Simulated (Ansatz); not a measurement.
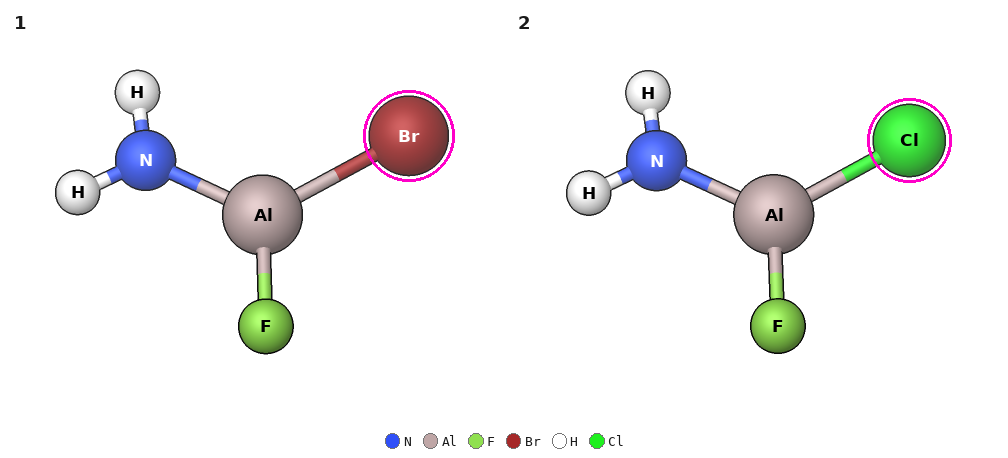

2 molecules with one skeleton, seen from the same side and at one scale; the atom that differs is circled. Each species is neutral and a spin singlet. Computed geometries: PBE0-D4/def2-TZVP optimisations, one conformation each. Properties computed with Ansatz 0.2.0.

One atom differs, called X below: Br in panel 1, Cl in panel 2. Their formulas are AlBrFH2N (`[NH2][Al]([F])[Br]`), AlClFH2N (`[NH2][Al]([F])[Cl]`).

In which is the length of X–Al larger (PBE0-D4/def2-TZVP)?

In panel 1 (X = Br).

Give the values. With PBE0-D4/def2-TZVP: length of X–Al (Å), angle F–Al–X (°). With PBE0-D4/def2-TZVPP: HOMO energy (Kohn–Sham orbital) (eV), HOMO–LUMO gap (eV). With B3LYP-D4/def2-TZVPP: dipole moment (D).

| quantity | 1 (Br) | 2 (Cl) | 2 − 1 |
| --- | --- | --- | --- |
| length of X–Al (Å) | 2.237 | 2.079 | −0.158 |
| angle F–Al–X (°) | 119.1 | 119.0 | −0.1 |
| HOMO energy (Kohn–Sham orbital) (eV) | −8.02 | −8.03 | −0.01 |
| HOMO–LUMO gap (eV) | 7.29 | 7.41 | +0.12 |
| dipole moment (D) | 2.41 | 2.44 | +0.03 |
